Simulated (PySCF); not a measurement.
**C5H14OSi2 (SMILES CC(C)/C([SiH3])=C/O[SiH3]): density, localisation and related maps**

```tsv
atom	x (Å)	y (Å)	z (Å)
C	-2.1658	-0.7889	1.0502
C	-1.4052	0.4026	0.4688
C	-2.2273	1.0864	-0.6229
C	-0.0720	-0.0372	-0.0682
Si	0.1486	-1.2906	-1.4604
C	1.0562	0.4477	0.4379
O	2.2517	0.0360	-0.0455
Si	3.7732	0.4768	0.3145
H	-3.0988	-0.4589	1.5027
H	-2.3940	-1.5094	0.2690
H	-1.5676	-1.2842	1.8116
H	-1.2306	1.1277	1.2747
H	-3.1775	1.4320	-0.2206
H	-2.4257	0.3933	-1.4364
H	-1.6881	1.9424	-1.0227
H	0.8745	-2.4602	-0.9609
H	-1.1604	-1.7381	-1.9534
H	0.8730	-0.6712	-2.5723
H	1.0958	1.1766	1.2426
H	4.0481	0.2700	1.7401
H	4.4944	-0.4284	-0.5620
H	3.9872	1.8951	0.0110
```

Geometry: GFN2-xTB.

These are results of PySCF, PBE0/pcSseg-1, SCF density, gas phase, non-relativistic, not measurements.

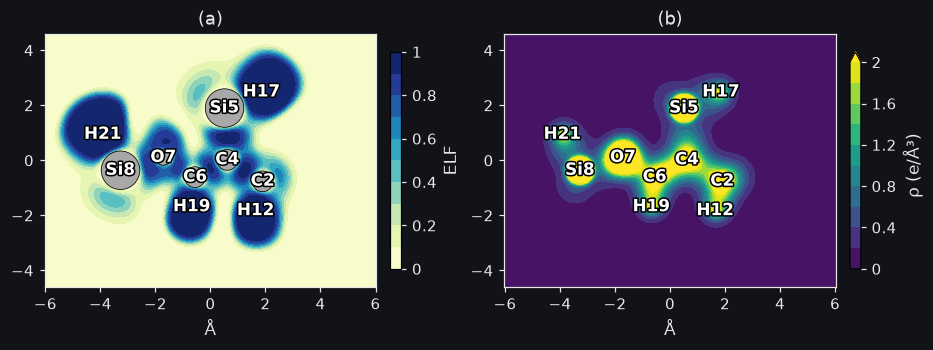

Figure 1. (a) ELF; (b) electron density on the plane of atoms C2, C4 and Si5. Grey discs cover the atomic cores in the ELF map.

Q: What do the fields say about this system?

A: The section cuts through C, Si, O and H sites. C–C (1.33 Å): ρ is about 2.3 e/Å³ halfway; the ELF peaks at about 0.95 between the atoms: a multiple bond. C–O (1.35 Å): ρ is about 2.3 e/Å³ halfway, with its minimum of 1.9 e/Å³ about 0.5 Å from C; the ELF peaks at about 0.90 between the atoms, as expected for a polar covalent bond. Si–O (1.62 Å): ρ is about 1.1 e/Å³ halfway; the ELF peaks at about 0.85 between the atoms; a polar covalent bond. C–Si (1.89 Å): the density is about 0.92 e/Å³ at the midpoint; the ELF peaks at about 0.95 between the atoms, as expected for a covalent bond. C–H (1.09 Å): ρ is about 2 e/Å³ halfway; the ELF climbs to about 1 towards the hydrogen, as it does in any bond to H (a covalent bond by its length). The ELF also peaks beside O7, away from the bonds: lone-pair regions.

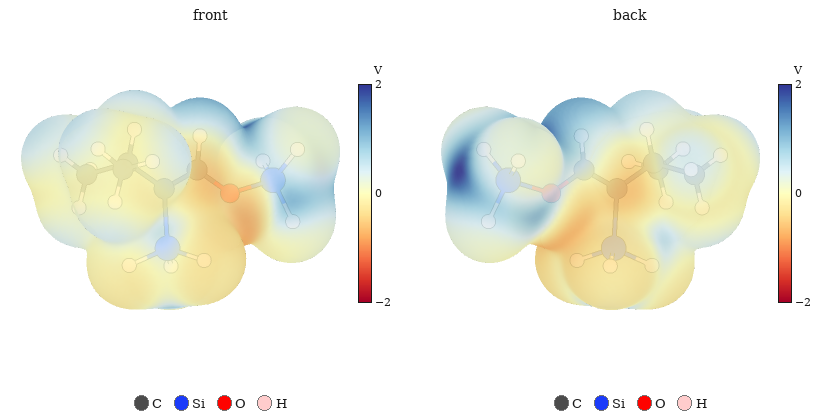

Figure 2. The electrostatic potential painted on the density surface at 0.002 e/bohr³, seen from the front and from behind; red is negative and blue positive.

Q: Which sites attract a positive test charge, and which a negative one?

A: A positive charge is drawn to the negative regions and a negative charge to the positive ones. The most negative region (about −0.7 V, or −16 kcal/mol for a unit charge) lies over O7, the most positive (about +1.8 V, or +42 kcal/mol for a unit charge) over Si8.

Q: How polar is the molecule by this calculation?

A: Its dipole moment is 1.79 D.
